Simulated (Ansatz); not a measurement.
System (SMILES): [CH3] (CH3), doublet.
Atoms: C1, H2, H3, H4. Bonds: C1-H2, C1-H3, C1-H4.

Basis-set convergence of the highest harmonic wavenumber at B3LYP with Ansatz (an electronic-structure program). Each level at its own minimum, finite differences of forces, unscaled; the reference is a large set that could be run, not a limit. Cartesian d functions, on some or all atoms, in 6-31G*, 6-31G**; all else is spherical. The program fits the integrals of some runs and decomposes those of others, by size. Core-valence sets carry the plain set on hydrogen. Open shells are unrestricted. No added dispersion term, no relativity. Reference: the value in aug-pcseg-2, 3290 cm⁻¹, itself unsure by roughly 4 cm⁻¹ (its mean distance from aug-cc-pVTZ, def2-TZVPPD). Deviations are taken from unrounded values.

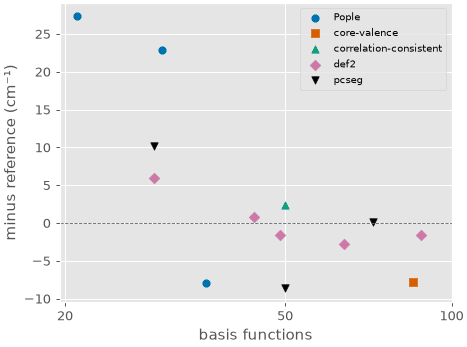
*Deviation from the reference against the number of basis functions, by family of sets.*

```
basis        functions  highest harmonic wavenumber (cm⁻¹)  minus reference (cm⁻¹)
-----------  ---------  ----------------------------------  ----------------------
6-31G*              21                                3318                      27
def2-SVP            29                                3296                       6
pcseg-1             29                                3301                      10
6-31G**             30                                3313                      23
6-311G**            36                                3282                      -8
def2-SVPD           44                                3291                       1
def2-TZVP           49                                3289                      -2
aug-cc-pVDZ         50                                3293                       2
aug-pcseg-1         50                                3282                      -9
def2-TZVPD          64                                3288                      -3
pcseg-2             72                                3290                       0
cc-pCVTZ            85                                3283                      -8
def2-TZVPPD         88                                3289                      -2
```
